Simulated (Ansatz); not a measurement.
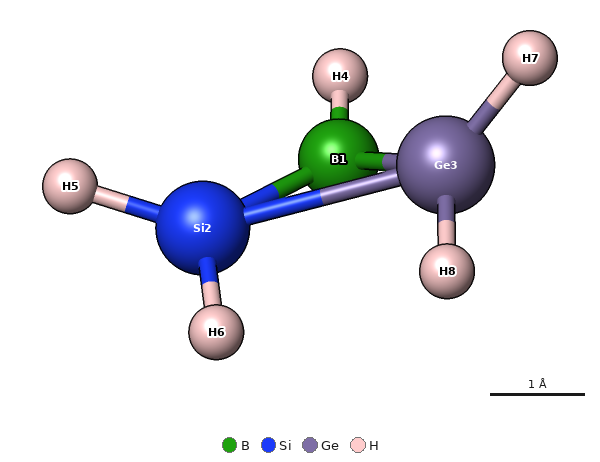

Fig. 1: The starting structure (ball-and-stick view, seen at a tilt; atoms are numbered from 1 in the order of the input). Sticks mark near contacts. Bond lengths as drawn: B–Ge 1.94 Å, B–H 1.19 Å, B–Si 1.87 Å, Ge–H 1.54 Å, Ge–Si 2.76 Å and H–Si 1.48 to 1.49 Å.

# Run report: GeBSiH₅, molecular dynamics

GeBSiH₅, computed with UKS revPBE/6-31G* (Ansatz 0.2.0).

The geometry comes from this level: PBE0-D4/def2-TZVP. Figures and captions count atoms from 1; the log counts them from 0 in places.

### What the program printed
```
Functional definition: revPBE
  name "revPBE"
  cite "Zhang & Yang, Phys. Rev. Lett. 80, 890 (1998) doi:10.1103/PhysRevLett.80.890"
  cite "Perdew, Burke & Ernzerhof, Phys. Rev. Lett. 77, 3865 (1996) doi:10.1103/PhysRevLett.77.3865"
  parameter kappa = 1.245
  parameter beta = 0.06672455060314922
  exchange = pbe_x(kappa = kappa, mu = beta*pi^2/3)
  correlation = pbe_c(beta = beta)
930 factors; their error is unknown
mean field evaluation 1: about -65132.1680 eV, gradient 3.0e1 eV
mean field evaluation 2: about -65119.7276 eV, gradient 4.7e1 eV
mean field evaluation 4: about -65137.0792 eV, gradient 5.4e0 eV
mean field evaluation 8: about -65137.3252 eV, gradient 1.3e-1 eV
mean field evaluation 16: about -65137.3253 eV, gradient 3.5e-6 eV
mean field -65137.32533312 eV, -2393.7525543272 hartree, gradient 3.5e-6 eV, S^2 0.000000; 0 other end points of the search recorded, 0 dependent functions left out
the calculation of the forces begins
reference -65137.32538334 eV, -2393.7525561730 hartree; 28, 28 occupied and 51, 51 virtual orbitals, 930 factors
md step     0: t =     0.00 fs  T =  1500.0 K  F+E_penalty+E_count = -65137.32533312 eV  E_kin = 1.163340 eV  conserved = -65136.16199313 eV  (31 SCF iters)
these checks for a lower state are left out or cut short: starts, cluster_reference, orbital_swaps, neighbouring_geometries, increment
930 factors; their error is unknown
mean field -65137.22712401 eV, -2393.7489452090 hartree, gradient 1.0e-5 eV, S^2 0.000000; 0 other end points of the search recorded, 0 dependent functions left out
the calculation of the forces begins
reference -65137.22717436 eV, -2393.7489470595 hartree; 28, 28 occupied and 51, 51 virtual orbitals, 930 factors
md step     1: t =     1.00 fs  T =  1380.8 K  F+E_penalty+E_count = -65137.22712401 eV  E_kin = 1.070864 eV  conserved = -65136.15625993 eV  (33 SCF iters)
[... from here on the SCF iterations and repeated set-up lines of each step are left out, up to the last step ...]
md step     2: t =     2.00 fs  T =  1205.9 K  F+E_penalty+E_count = -65137.08105420 eV  E_kin = 0.935244 eV  conserved = -65136.14581010 eV  (32 SCF iters)
md step     3: t =     3.00 fs  T =  1132.9 K  F+E_penalty+E_count = -65137.02657747 eV  E_kin = 0.878643 eV  conserved = -65136.14793493 eV  (32 SCF iters)
md step     4: t =     4.00 fs  T =  1137.7 K  F+E_penalty+E_count = -65137.03934160 eV  E_kin = 0.882381 eV  conserved = -65136.15696018 eV  (32 SCF iters)
md step     5: t =     5.00 fs  T =  1079.1 K  F+E_penalty+E_count = -65136.99523818 eV  E_kin = 0.836903 eV  conserved = -65136.15833504 eV  (31 SCF iters)
md step     6: t =     6.00 fs  T =   913.8 K  F+E_penalty+E_count = -65136.86298631 eV  E_kin = 0.708711 eV  conserved = -65136.15427499 eV  (32 SCF iters)
md step     7: t =     7.00 fs  T =   703.2 K  F+E_penalty+E_count = -65136.69548827 eV  E_kin = 0.545351 eV  conserved = -65136.15013677 eV  (34 SCF iters)
md step     8: t =     8.00 fs  T =   525.0 K  F+E_penalty+E_count = -65136.55478235 eV  E_kin = 0.407155 eV  conserved = -65136.14762696 eV  (35 SCF iters)
md step     9: t =     9.00 fs  T =   430.5 K  F+E_penalty+E_count = -65136.48068117 eV  E_kin = 0.333888 eV  conserved = -65136.14679302 eV  (35 SCF iters)
md step    10: t =    10.00 fs  T =   436.9 K  F+E_penalty+E_count = -65136.48653071 eV  E_kin = 0.338881 eV  conserved = -65136.14765017 eV  (34 SCF iters)
md step    11: t =    11.00 fs  T =   525.6 K  F+E_penalty+E_count = -65136.55818663 eV  E_kin = 0.407659 eV  conserved = -65136.15052801 eV  (33 SCF iters)
md step    12: t =    12.00 fs  T =   638.8 K  F+E_penalty+E_count = -65136.65073264 eV  E_kin = 0.495406 eV  conserved = -65136.15532646 eV  (33 SCF iters)
md step    13: t =    13.00 fs  T =   692.1 K  F+E_penalty+E_count = -65136.69577814 eV  E_kin = 0.536759 eV  conserved = -65136.15901938 eV  (33 SCF iters)
md step    14: t =    14.00 fs  T =   643.7 K  F+E_penalty+E_count = -65136.65383084 eV  E_kin = 0.499190 eV  conserved = -65136.15464083 eV  (32 SCF iters)
md step    15: t =    15.00 fs  T =   592.2 K  F+E_penalty+E_count = -65136.60413366 eV  E_kin = 0.459321 eV  conserved = -65136.14481253 eV  (33 SCF iters)
md step    16: t =    16.00 fs  T =   687.5 K  F+E_penalty+E_count = -65136.68143408 eV  E_kin = 0.533162 eV  conserved = -65136.14827231 eV  (33 SCF iters)
md step    17: t =    17.00 fs  T =   875.3 K  F+E_penalty+E_count = -65136.83830000 eV  E_kin = 0.678830 eV  conserved = -65136.15946979 eV  (32 SCF iters)
md step    18: t =    18.00 fs  T =   971.3 K  F+E_penalty+E_count = -65136.91439854 eV  E_kin = 0.753300 eV  conserved = -65136.16109870 eV  (32 SCF iters)
md step    19: t =    19.00 fs  T =   919.1 K  F+E_penalty+E_count = -65136.86888467 eV  E_kin = 0.712780 eV  conserved = -65136.15610442 eV  (32 SCF iters)
md step    20: t =    20.00 fs  T =   791.9 K  F+E_penalty+E_count = -65136.76557624 eV  E_kin = 0.614133 eV  conserved = -65136.15144298 eV  (32 SCF iters)
md step    21: t =    21.00 fs  T =   677.2 K  F+E_penalty+E_count = -65136.67426149 eV  E_kin = 0.525211 eV  conserved = -65136.14905057 eV  (31 SCF iters)
md step    22: t =    22.00 fs  T =   625.9 K  F+E_penalty+E_count = -65136.63381783 eV  E_kin = 0.485397 eV  conserved = -65136.14842088 eV  (31 SCF iters)
md step    23: t =    23.00 fs  T =   652.3 K  F+E_penalty+E_count = -65136.65504594 eV  E_kin = 0.505933 eV  conserved = -65136.14911287 eV  (32 SCF iters)
md step    24: t =    24.00 fs  T =   740.9 K  F+E_penalty+E_count = -65136.72612255 eV  E_kin = 0.574643 eV  conserved = -65136.15147954 eV  (32 SCF iters)
md step    25: t =    25.00 fs  T =   841.6 K  F+E_penalty+E_count = -65136.80868390 eV  E_kin = 0.652740 eV  conserved = -65136.15594395 eV  (32 SCF iters)
md step    26: t =    26.00 fs  T =   872.1 K  F+E_penalty+E_count = -65136.83664948 eV  E_kin = 0.676355 eV  conserved = -65136.16029442 eV  (31 SCF iters)
md step    27: t =    27.00 fs  T =   774.4 K  F+E_penalty+E_count = -65136.75761640 eV  E_kin = 0.600628 eV  conserved = -65136.15698856 eV  (31 SCF iters)
md step    28: t =    28.00 fs  T =   634.0 K  F+E_penalty+E_count = -65136.63646918 eV  E_kin = 0.491707 eV  conserved = -65136.14476222 eV  (32 SCF iters)
md step    29: t =    29.00 fs  T =   642.6 K  F+E_penalty+E_count = -65136.64263790 eV  E_kin = 0.498386 eV  conserved = -65136.14425239 eV  (32 SCF iters)
these checks for a lower state are left out or cut short: starts, cluster_reference, orbital_swaps, neighbouring_geometries, increment
930 factors; their error is unknown
mean field -65136.78246048 eV, -2393.7326041258 hartree, gradient 1.7e-5 eV, S^2 0.000000; 0 other end points of the search recorded, 0 dependent functions left out
the calculation of the forces begins
reference -65136.78250967 eV, -2393.7326059334 hartree; 28, 28 occupied and 51, 51 virtual orbitals, 930 factors
930 factors; their error is unknown
mean field evaluation 256: about -65136.7825 eV, gradient 2.9e-2 eV
mean field -65136.78246048 eV, -2393.7326041258 hartree, gradient 1.7e-5 eV, S^2 0.000000; 1 other end points of the search recorded, 0 dependent functions left out
the calculation of the forces begins
reference -65136.78250967 eV, -2393.7326059334 hartree; 28, 28 occupied and 51, 51 virtual orbitals, 930 factors
md step    30: t =    30.00 fs  T =   807.0 K  F+E_penalty+E_count = -65136.78246048 eV  E_kin = 0.625904 eV  conserved = -65136.15655672 eV  (31 SCF iters)
```

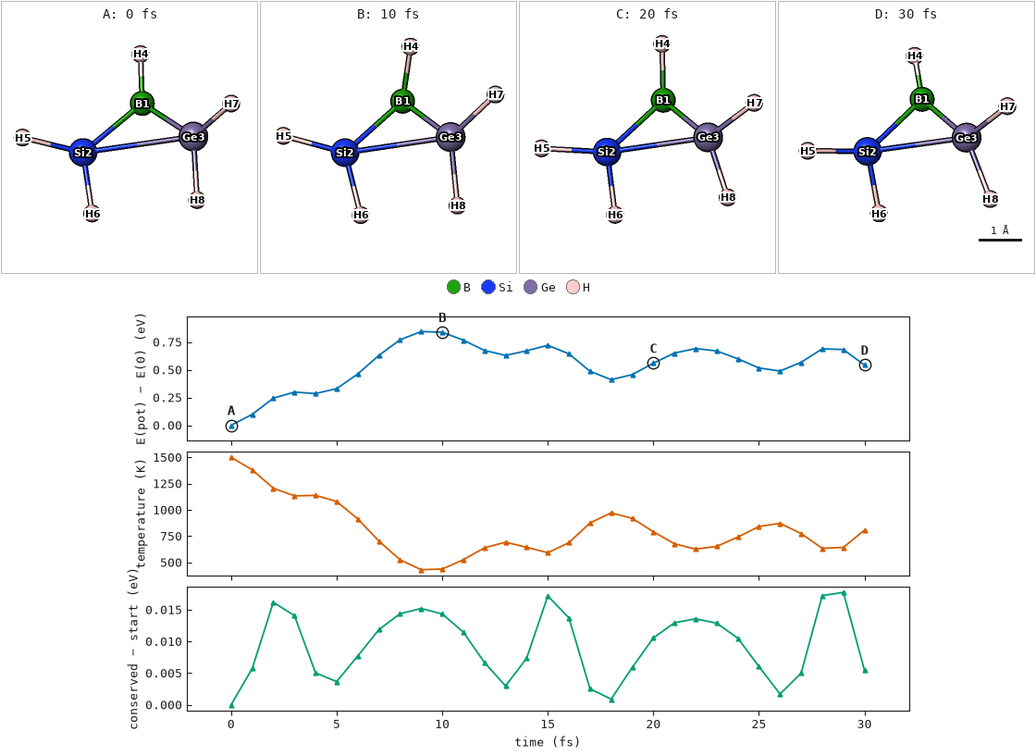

Fig. 2: Frames of the molecular dynamics (ball-and-stick, seen at a tilt) above the curves, on which the letters mark them. The trajectory kept here has 31 frames over 30 fs. The temperature starts at 1500 K, ranges from 431 to 1500 K and averages 757 K over the second half. The potential energy ends 0.543 eV above its first value. The conserved quantity stays within 0.018 eV. After an unweighted best fit of the last frame on the first, the root-mean-square displacement is 0.23 Å.

```
Total energy: -65136.78250967 eV, -2393.7326059334 hartree
Atom 0 at    -0.931046    -0.215411    -0.929888 Å, force    -0.119177     0.588638     2.022491 eV/Å
Atom 1 at    -0.120301     1.175913     0.080914 Å, force    -0.167251     0.960823     0.584586 eV/Å
Atom 2 at     0.236945    -1.256875     0.241682 Å, force     1.054789    -2.323268     0.518699 eV/Å
Atom 3 at    -1.283135    -0.183238    -1.995463 Å, force    -0.308700    -0.449605    -2.239876 eV/Å
Atom 4 at     0.531131     2.482618    -0.166182 Å, force     0.237575     0.362795    -0.473502 eV/Å
Atom 5 at    -0.312503     1.212170     1.559859 Å, force     0.003509    -0.274341     0.235010 eV/Å
Atom 6 at     1.159450    -2.486933    -0.238111 Å, force    -0.284132     0.517091    -0.246326 eV/Å
Atom 7 at     0.441355    -1.567256     1.790165 Å, force    -0.416614     0.617867    -0.401083 eV/Å
Dipole moment:     0.034859     0.063947     0.048263 e Å
```

### Trajectory as extended XYZ (Å, eV, eV/Å), 12 of the 31 frames kept, from step=0 to step=30
```
8
Properties=species:S:1:pos:R:3:forces:R:3 step=0 time_fs=0.0 energy=-65137.32533 temperature=1500.0
B    -0.8242   -0.1374   -0.8301   -0.2648  -0.0944  -0.1644
Si   -0.1827    1.3704    0.0748   -0.0441   0.1885   0.0491
Ge    0.2407   -1.3521    0.2360   -0.1073  -0.1185   0.0072
H    -1.0216   -0.2840   -1.9927   -0.0551  -0.0391  -0.2696
H     0.2635    2.6597   -0.5205    0.1076   0.2633  -0.1081
H     0.0169    1.3979    1.5444    0.0579   0.0513   0.2831
H     1.0945   -2.5131   -0.3080    0.2203  -0.2559  -0.1139
H     0.5051   -1.1986    1.7404    0.0855   0.0048   0.3166
8
Properties=species:S:1:pos:R:3:forces:R:3 step=3 time_fs=3.0 energy=-65137.02658 temperature=1132.9
B    -0.8634   -0.1438   -0.8492    0.3846   0.4054   2.7568
Si   -0.1688    1.3467    0.0843   -0.2665   0.1936  -1.0047
Ge    0.2432   -1.3392    0.2364   -0.7229   0.2177  -0.6499
H    -0.8384   -0.4164   -1.9194   -0.3440  -0.3893  -2.9360
H     0.1881    2.6699   -0.5808    0.1116  -0.1485   0.3745
H     0.0010    1.3021    1.5450    0.0515   0.2738   0.4860
H     0.9632   -2.5347   -0.3926    0.4458  -0.3732   0.0208
H     0.3996   -1.1600    1.7183    0.3400  -0.1794   0.9525
8
Properties=species:S:1:pos:R:3:forces:R:3 step=5 time_fs=5.0 energy=-65136.99524 temperature=1079.1
B    -0.8879   -0.1468   -0.8513    0.7276  -0.4412  -0.0796
Si   -0.1599    1.3312    0.0892   -0.3256   0.2679  -1.0617
Ge    0.2444   -1.3304    0.2363   -0.7180   0.0189  -0.4642
H    -0.7340   -0.5191   -1.9948   -0.5554   0.4991  -0.0337
H     0.1433    2.6721   -0.6059    0.1482  -0.3135   0.5948
H    -0.0070    1.2501    1.5675   -0.0093   0.3974   0.1730
H     0.8960   -2.5664   -0.4487    0.3517  -0.0760   0.2838
H     0.3442   -1.1419    1.7453    0.3808  -0.3527   0.5877
8
Properties=species:S:1:pos:R:3:forces:R:3 step=8 time_fs=8.0 energy=-65136.55478 temperature=525.0
B    -0.9193   -0.1548   -0.8562    1.3761  -1.1248  -1.8181
Si   -0.1474    1.3087    0.0939   -0.4771   0.0947  -0.6779
Ge    0.2455   -1.3174    0.2358   -0.6484  -0.4505   0.1506
H    -0.6223   -0.6305   -2.0958   -1.0522   1.2879   1.8836
H     0.0876    2.6542   -0.6007    0.2703  -0.1638   0.6084
H    -0.0204    1.2015    1.6084   -0.0858   0.4949  -0.3980
H     0.8192   -2.6152   -0.5093    0.2336   0.3816   0.6359
H     0.2883   -1.1415    1.8188    0.3835  -0.5200  -0.3845
8
Properties=species:S:1:pos:R:3:forces:R:3 step=11 time_fs=11.0 energy=-65136.55819 temperature=525.6
B    -0.9398   -0.1712   -0.8743    1.5606  -0.6777  -1.0148
Si   -0.1365    1.2863    0.0964   -0.7843  -0.4179  -0.4692
Ge    0.2458   -1.3049    0.2355   -0.6843  -0.7500   0.5683
H    -0.5984   -0.6368   -2.0489   -1.0658   1.0904   1.2500
H     0.0554    2.6246   -0.5453    0.4149   0.3376   0.3152
H    -0.0408    1.1944    1.6185   -0.0937   0.4333  -0.4670
H     0.7637   -2.6337   -0.5174    0.2899   0.4530   0.6674
H     0.2655   -1.1845    1.8628    0.3626  -0.4689  -0.8499
8
Properties=species:S:1:pos:R:3:forces:R:3 step=14 time_fs=14.0 energy=-65136.65383 temperature=643.7
B    -0.9484   -0.1921   -0.8986    0.7393   1.0568   2.9792
Si   -0.1280    1.2628    0.0974   -1.0497  -0.5187  -0.8071
Ge    0.2453   -1.2932    0.2358   -0.7482  -0.7675   0.5877
H    -0.6595   -0.5581   -1.9165   -0.1102  -0.3697  -2.6270
H     0.0585    2.6221   -0.4623    0.4772   0.5245   0.0584
H    -0.0690    1.2238    1.5922   -0.0659   0.2240   0.0392
H     0.7339   -2.6160   -0.4701    0.4662   0.1075   0.3621
H     0.2735   -1.2668    1.8382    0.2912  -0.2570  -0.5924
8
Properties=species:S:1:pos:R:3:forces:R:3 step=16 time_fs=16.0 energy=-65136.68143 temperature=687.5
B    -0.9502   -0.2026   -0.9043    0.4970   1.4009   3.8982
Si   -0.1240    1.2462    0.0967   -1.0215   0.0415  -1.0876
Ge    0.2444   -1.2859    0.2364   -0.7301  -0.7314   0.2398
H    -0.7132   -0.5120   -1.9246    0.0771  -0.6421  -3.5205
H     0.0830    2.6444   -0.4029    0.4300   0.1949   0.0074
H    -0.0911    1.2552    1.5734   -0.0602   0.0435   0.4130
H     0.7354   -2.5970   -0.4195    0.5911  -0.2306   0.0565
H     0.2931   -1.3352    1.7921    0.2165  -0.0767  -0.0067
8
Properties=species:S:1:pos:R:3:forces:R:3 step=19 time_fs=19.0 energy=-65136.86889 temperature=919.1
B    -0.9490   -0.2104   -0.8924    0.7098   0.2396  -1.0870
Si   -0.1206    1.2219    0.0930   -0.6656   1.3263  -0.7074
Ge    0.2425   -1.2758    0.2374   -0.4266  -1.0407  -0.3910
H    -0.7979   -0.4739   -2.1301   -0.4993   0.4311   1.2904
H     0.1491    2.6854   -0.3136    0.2612  -0.5015  -0.0759
H    -0.1288    1.3034    1.5746   -0.0761  -0.2265   0.3513
H     0.7804   -2.5868   -0.3424    0.6006  -0.3721  -0.2693
H     0.3372   -1.4415    1.7313    0.0959   0.1439   0.8887
8
Properties=species:S:1:pos:R:3:forces:R:3 step=22 time_fs=22.0 energy=-65136.63382 temperature=625.9
B    -0.9428   -0.2155   -0.8866   -0.0171   0.1600  -2.7484
Si   -0.1193    1.2015    0.0873   -0.3181   2.1139   0.3264
Ge    0.2401   -1.2670    0.2381    0.2614  -1.9897  -0.0274
H    -0.9188   -0.4074   -2.2532   -0.1495   0.3684   2.6948
H     0.2379    2.6863   -0.2317    0.1106  -0.7552  -0.2647
H    -0.1728    1.3322    1.6025   -0.0720  -0.4525  -0.2259
H     0.8747   -2.6037   -0.2863    0.2767   0.1603  -0.2770
H     0.3892   -1.5352    1.7376   -0.0920   0.3947   0.5223
8
Properties=species:S:1:pos:R:3:forces:R:3 step=25 time_fs=25.0 energy=-65136.80868 temperature=841.6
B    -0.9365   -0.2191   -0.9015   -0.5011   0.4968  -1.5287
Si   -0.1190    1.1875    0.0825   -0.2266   1.9256   0.9938
Ge    0.2380   -1.2605    0.2387    0.9195  -2.7521   0.7103
H    -1.0528   -0.3113   -2.1593    0.1738  -0.0867   1.3387
H     0.3371    2.6263   -0.1727    0.1097  -0.3833  -0.4680
H    -0.2229    1.3231    1.6133   -0.0379  -0.5337  -0.4765
H     0.9925   -2.6073   -0.2536   -0.1208   0.6731  -0.2005
H     0.4329   -1.5947    1.7856   -0.3165   0.6603  -0.3691
8
Properties=species:S:1:pos:R:3:forces:R:3 step=27 time_fs=27.0 energy=-65136.75762 temperature=774.4
B    -0.9342   -0.2195   -0.9186   -0.1429   0.7292   1.8730
Si   -0.1193    1.1815    0.0809   -0.2784   1.4023   1.0213
Ge    0.2371   -1.2580    0.2396    1.1122  -2.8013   0.8421
H    -1.1363   -0.2488   -2.0276   -0.1839  -0.4060  -2.0386
H     0.4086    2.5657   -0.1545    0.2046   0.0650  -0.5476
H    -0.2583    1.2918    1.5991   -0.0172  -0.4817  -0.3182
H     1.0674   -2.5803   -0.2418   -0.2827   0.7643  -0.1875
H     0.4481   -1.6043    1.8052   -0.4117   0.7282  -0.6445
8
Properties=species:S:1:pos:R:3:forces:R:3 step=30 time_fs=30.0 energy=-65136.78246 temperature=807.0
B    -0.9310   -0.2154   -0.9299   -0.1192   0.5886   2.0225
Si   -0.1203    1.1759    0.0809   -0.1673   0.9608   0.5846
Ge    0.2369   -1.2569    0.2417    1.0548  -2.3233   0.5187
H    -1.2831   -0.1832   -1.9955   -0.3087  -0.4496  -2.2399
H     0.5311    2.4826   -0.1662    0.2376   0.3628  -0.4735
H    -0.3125    1.2122    1.5599    0.0035  -0.2743   0.2350
H     1.1595   -2.4869   -0.2381   -0.2841   0.5171  -0.2463
H     0.4414   -1.5673    1.7902   -0.4166   0.6179  -0.4011
```

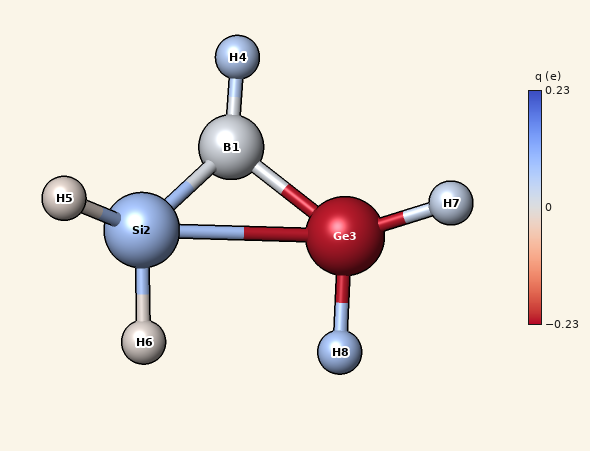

Fig. 3: Mulliken charges, as the colour of each atom (ball-and-stick view, seen at a tilt; atoms are numbered from 1 in the order of the input). By element: B +0.01, Si +0.08, Ge −0.22 and H −0.02 to +0.07 e.

The run was set up as follows.

### Input
```yaml
crystal:
  periodic: [false, false, false]
  atoms:
    - {symbol: B, position_ang: [-0.824211, -0.137374, -0.830064]}
    - {symbol: Si, position_ang: [-0.182702, 1.370390, 0.074767]}
    - {symbol: Ge, position_ang: [0.240703, -1.352081, 0.235955]}
    - {symbol: H, position_ang: [-1.021633, -0.284039, -1.992732]}
    - {symbol: H, position_ang: [0.263507, 2.659715, -0.520452]}
    - {symbol: H, position_ang: [0.016930, 1.397923, 1.544392]}
    - {symbol: H, position_ang: [1.094534, -2.513100, -0.307997]}
    - {symbol: H, position_ang: [0.505072, -1.198634, 1.740432]}
basis:
  gaussian: {orbitals: "6-31G*"}
magnetization: {spin_polarized: true, initial_magnetization: 0}
hamiltonian: {xc: {name: revPBE}}
md: {timestep: 1 fs, n_steps: 30, ensemble: nve, temperature: 1500, initial_velocities: maxwell_boltzmann, seed: 432}
```

Launched with:
```bash
ansatz run in.yaml --threads 2 --pin off --events-out ev --progress --plain --max-ram 4352MiB
```

### Results in brief

```json
{"quantity": "outcome", "value": "finished"}
{"quantity": "mean temperature over the second half", "value": "757 K"}
{"quantity": "trajectory", "value": "30 steps, 30 fs"}
{"quantity": "ensemble", "value": "nve"}
{"quantity": "temperature in the input", "value": "1500 K"}
{"quantity": "time step", "value": "1 fs"}
{"quantity": "potential energy (last step)", "value": "−65136.7825 eV"}
{"quantity": "SCF solution under orbital rotations (last step)", "value": "stable"}
{"quantity": "largest force (length of the vector) (last step)", "value": "2.604 eV/Å"}
{"quantity": "dipole moment (last step)", "value": "0.42 D"}
{"quantity": "hardware", "value": "2 threads of Arm Neoverse V1, 23 GiB of memory available, shared host"}
{"quantity": "wall time", "value": "66 s (CPU time 2.1 min)"}
{"quantity": "peak memory", "value": "0.14 GiB"}
```

### Remarks

So short a trajectory is not equilibrated.
